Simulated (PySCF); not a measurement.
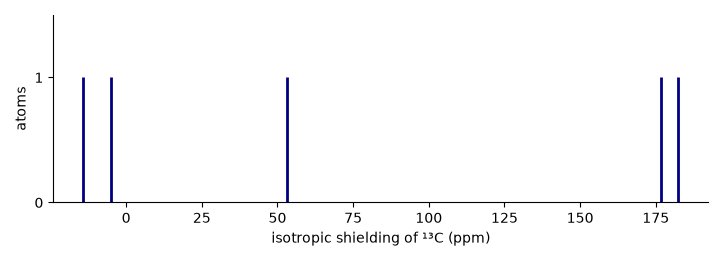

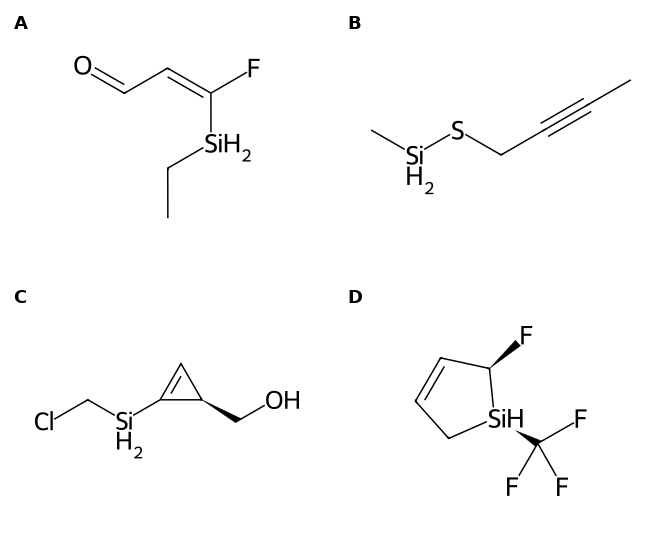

The sticks are computed shieldings of one of the molecules, for one fixed geometry (GFN2-xTB) without averaging over rotations. Low shielding means a high chemical shift. Method: GIAO PBE0/pcSseg-1 NMR shielding, non-relativistic, gas phase (PySCF 2.14.0).

Which molecule gives this pattern?

A, `CC[SiH2]/C(F)=C\C=O`. Its 5 C atoms give lines at −14.3, −5.1, 53.0, 176.9, 182.5 ppm.

The geometry is semi-empirical. Around Si such bond lengths and angles can be off by a tenth of an ångström or more and by several degrees, and values that hang on the shape move with them.
